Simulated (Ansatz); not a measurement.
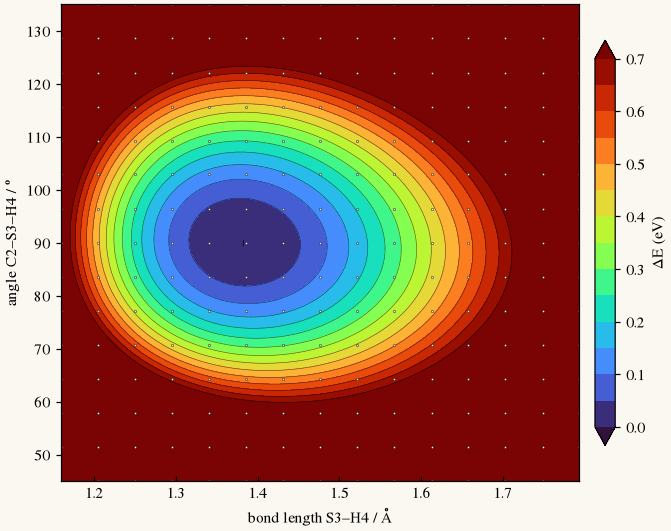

CHOS, SMILES O=[C+]S, charge +1. The first coordinate is: bond length S3–H4; the second: angle C2–S3–H4. Nothing is relaxed (all other coordinates rigid). Grid: 15 × 15 points. Points are written as (first, second). Energies: eV, counted from the lowest grid point. Computed with RKS SPW92 (LDA)/def2-TZVP in Ansatz 0.2.0.

Drawn: filled contours, dots at the grid points, one colour for all values above the top of the scale. Between grid points the surface is interpolated.

> Estimate the position of the minimum and the force constants in these coordinates.

The interpolated minimum is at bond length S3–H4 ≈ 1.380 Å, angle C2–S3–H4 ≈ 90.0°. The curvatures there are about 22 eV/Å² and 4.8 eV/rad², with a cross term of about 0.5 eV/(Å·rad). Round the minimum the two coordinates are weakly coupled (coupling 0.05 in units of the two stiffnesses).
